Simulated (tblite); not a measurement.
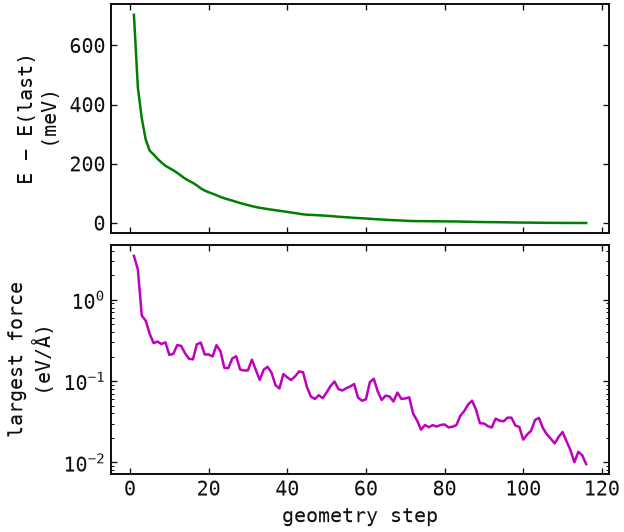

History of a geometry optimisation.

- system: C6H14N2Si (SMILES CC1=NN([SiH](C)C)CC1)
- method: GFN2-xTB geometry optimisation, gas phase (tblite 0.8.0)

Question: How did it end, and what did it gain?

Answer: The optimisation met its thresholds at geometry 116, counting the start as the first. The energy fell by about 700 meV from the first step to the last. The largest force goes from about 3.5 eV/Å at the start to 0.01 eV/Å at the end.
